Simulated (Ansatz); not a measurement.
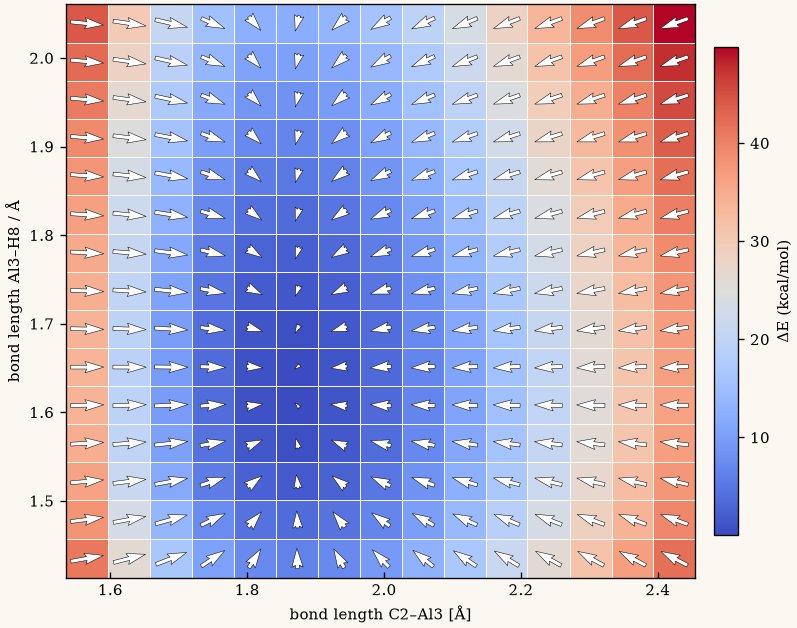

Energy landscape of CH₅Al₂, SMILES [AlH2][CH-][AlH2], charge −1. The first coordinate is: bond length C2–Al3; the second: bond length Al3–H8. Nothing is relaxed (all other coordinates rigid). Grid: 15 × 15 points. Energies: kcal/mol, counted from the relaxed molecule at the same level. These are results of RKS PBE0-D4/def2-SVPD in Ansatz 0.2.0, not measurements.

The picture shows one coloured cell a grid point, arrows along the force (downhill), their lengths compressed. 

**Summarise what can be read from the map.**

The lowest grid point is at bond length C2–Al3 = 1.873 Å, bond length Al3–H8 = 1.651 Å, 0.07 kcal/mol from the relaxed molecule at the same level. It is the only kind of minimum in the scanned range. The highest grid point, bond length C2–Al3 = 2.424 Å, bond length Al3–H8 = 2.039 Å, lies 49.7 kcal/mol above the lowest. Round the minimum the two coordinates are nearly uncoupled.

The values on the grid:

| bond length Al3–H8 ↓, bond length C2–Al3 → | 1.566 | 1.628 | 1.689 | 1.750 | 1.811 | 1.873 | 1.934 | 1.995 | 2.057 | 2.118 | 2.179 | 2.240 | 2.302 | 2.363 | 2.424 |
| --- | --- | --- | --- | --- | --- | --- | --- | --- | --- | --- | --- | --- | --- | --- | --- |
| 2.039 | 44.2 | 30.1 | 20.9 | 15.3 | 12.6 | 12.1 | 13.3 | 15.9 | 19.4 | 23.7 | 28.4 | 33.5 | 38.9 | 44.3 | 49.8 |
| 1.996 | 42.4 | 28.3 | 19.0 | 13.5 | 10.7 | 10.2 | 11.4 | 13.9 | 17.4 | 21.6 | 26.3 | 31.4 | 36.8 | 42.2 | 47.6 |
| 1.953 | 40.8 | 26.5 | 17.3 | 11.7 | 9.0 | 8.4 | 9.6 | 12.1 | 15.6 | 19.8 | 24.4 | 29.5 | 34.8 | 40.2 | 45.6 |
| 1.910 | 39.2 | 24.9 | 15.6 | 10.0 | 7.3 | 6.7 | 7.9 | 10.4 | 13.9 | 18.0 | 22.7 | 27.7 | 33.0 | 38.3 | 43.8 |
| 1.867 | 37.8 | 23.5 | 14.1 | 8.5 | 5.7 | 5.1 | 6.3 | 8.7 | 12.2 | 16.4 | 21.0 | 26.0 | 31.3 | 36.6 | 42.0 |
| 1.823 | 36.4 | 22.1 | 12.7 | 7.0 | 4.2 | 3.6 | 4.8 | 7.2 | 10.7 | 14.8 | 19.4 | 24.4 | 29.7 | 35.0 | 40.4 |
| 1.780 | 35.3 | 20.9 | 11.5 | 5.8 | 2.9 | 2.3 | 3.4 | 5.8 | 9.3 | 13.4 | 18.0 | 23.0 | 28.3 | 33.6 | 39.0 |
| 1.737 | 34.5 | 20.0 | 10.5 | 4.8 | 1.9 | 1.2 | 2.3 | 4.7 | 8.2 | 12.3 | 16.9 | 21.9 | 27.2 | 32.5 | 37.8 |
| 1.694 | 33.9 | 19.4 | 9.9 | 4.1 | 1.2 | 0.5 | 1.5 | 3.9 | 7.3 | 11.4 | 16.0 | 21.0 | 26.3 | 31.6 | 36.9 |
| 1.651 | 33.7 | 19.1 | 9.6 | 3.7 | 0.8 | 0.1 | 1.1 | 3.4 | 6.8 | 10.9 | 15.5 | 20.4 | 25.7 | 31.0 | 36.4 |
| 1.608 | 33.9 | 19.3 | 9.7 | 3.8 | 0.8 | 0.1 | 1.1 | 3.4 | 6.8 | 10.8 | 15.4 | 20.3 | 25.6 | 30.9 | 36.3 |
| 1.565 | 34.6 | 20.0 | 10.3 | 4.4 | 1.4 | 0.6 | 1.6 | 3.9 | 7.2 | 11.2 | 15.8 | 20.7 | 26.0 | 31.3 | 36.6 |
| 1.522 | 36.0 | 21.3 | 11.6 | 5.6 | 2.6 | 1.8 | 2.7 | 5.0 | 8.3 | 12.3 | 16.8 | 21.8 | 27.0 | 32.3 | 37.6 |
| 1.479 | 38.0 | 23.3 | 13.6 | 7.6 | 4.5 | 3.6 | 4.5 | 6.8 | 10.1 | 14.1 | 18.6 | 23.5 | 28.7 | 34.0 | 39.3 |
| 1.435 | 41.1 | 26.3 | 16.5 | 10.5 | 7.3 | 6.4 | 7.3 | 9.5 | 12.8 | 16.8 | 21.3 | 26.2 | 31.4 | 36.7 | 42.0 |

The input of one point:

```yaml
crystal:
  periodic: [false, false, false]
  atoms:
    - { symbol: Al, position_ang: [-0.985774, 0.834715, -1.002289] }
    - { symbol: C, position_ang: [-0.497394, -0.010069, 0.586778] }
    - { symbol: Al, position_ang: [1.171739, -0.834527, 0.792668] }
    - { symbol: H, position_ang: [-2.413966, 1.575402, -1.271343] }
    - { symbol: H, position_ang: [-0.027799, 0.924306, -2.305995] }
    - { symbol: H, position_ang: [-1.210724, -0.025326, 1.427531] }
    - { symbol: H, position_ang: [2.303201, -0.879395, -0.366285] }
    - { symbol: H, position_ang: [1.688972, -1.60525, 2.158047] }
total_charge: -1
basis:
  gaussian: { orbitals: def2-SVPD }
hamiltonian:
  xc: pbe0
  dispersion: d4
output:
  forces: true
```

Each point was launched as `ansatz run input.yaml --threads 1 --pin off --max-ram 2560MiB --backend cpu --events-out ev --progress --plain --runs-dir out`. The whole map (225 points run) took 10 min on 1 thread of Intel(R) Xeon(R) 6975P-C (Granite Rapids), with other jobs on the host.
